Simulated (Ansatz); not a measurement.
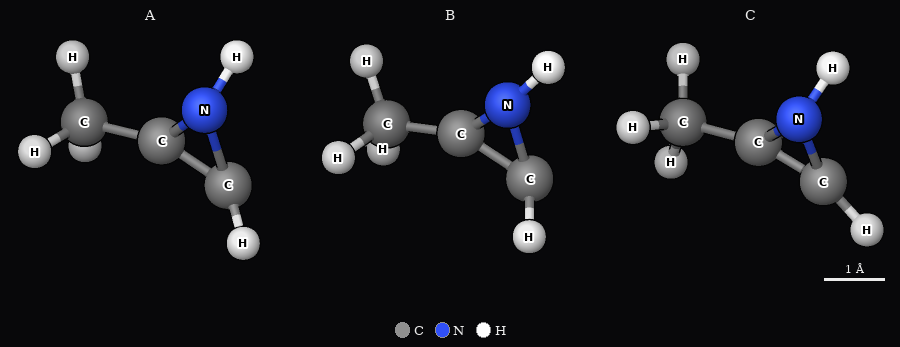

3 geometries from one relaxation of C3H5N, in shuffled order. A ball-and-stick model, seen at a tilt.

The run prepares an end point of a later path (hydrogen shift) calculation, from a guessed geometry.

All numbers below come from RKS PBE-D4/def2-SVP (Ansatz). (no spin polarisation; force threshold 0.02 eV/Å; at most 50 steps)

> Put them in the order of the run, from the start to the converged end.

B, A, C. They are steps 0, 5, 14, at +1.967 eV, +0.334 eV relative to the last. Over 13 accepted moves (14 points after the start) the energy falls by 1.967 eV. Largest force component: 8.8 eV/Å at the start, 0.016 eV/Å at the end. The line search rejected the trial step at point 11 of the run. An H atom moves most after the best rigid fit: 0.80 Å. Largest moves by element: H 0.80 Å, N 0.59 Å, C 0.26 Å. Some distances before and after: C–N 1.232 → 1.516 Å, C–C 1.378 → 1.466 Å, C–C 1.376 → 1.294 Å, C–H 1.144 → 1.092 Å. Among the angles between lasting bonds that change: C–N–H 162.4° → 106.5°, C–C–H 119.5° → 156.5°, N–C–H 115.7° → 137.9°. Groups turn about C–C by about 35°.
